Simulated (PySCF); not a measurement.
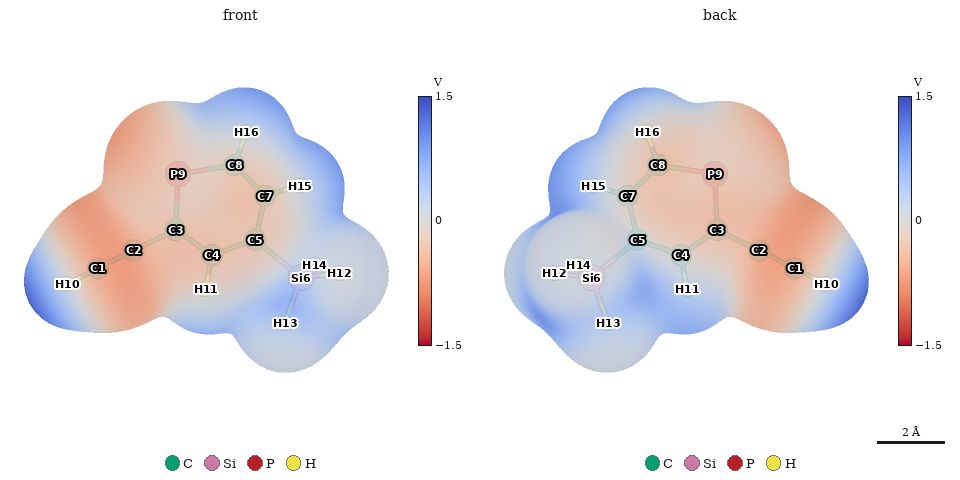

Figure. C₇H₇PSi (SMILES C#Cc1cc([SiH3])ccp1). The electrostatic potential painted on the density surface at 0.001 e/bohr³, seen from the front and from behind; the colour scale runs from red (negative) to blue (positive).

Geometry: GFN2-xTB.

Level of theory: PySCF, PBE0/pcSseg-1, SCF density, gas phase, non-relativistic.

```xyz
16

C     3.7665   -1.2624    0.0565
C     2.7462   -0.6347    0.1523
C     1.5347    0.0845    0.2637
C     0.3651   -0.5222   -0.1787
C    -0.8994    0.0489   -0.1308
Si   -2.4037   -0.9148   -0.7427
C    -1.0716    1.3346    0.3849
C    -0.0558    2.1229    0.8753
P     1.6222    1.6917    0.9586
H     4.6592   -1.8073   -0.0249
H     0.4598   -1.5206   -0.5905
H    -3.2116   -0.0354   -1.5911
H    -1.9392   -2.0758   -1.5024
H    -3.1965   -1.3476    0.4121
H    -2.0774    1.7381    0.3966
H    -0.3061    3.1091    1.2494
```

Q: Where is the surface potential most negative and most positive?

A: The most negative region (about −0.7 V) lies over C1, C2 and P9, the most positive (about +1.2 V) over H10.

Q: How polar is the molecule by this calculation?

A: Its dipole moment is 1.37 D.
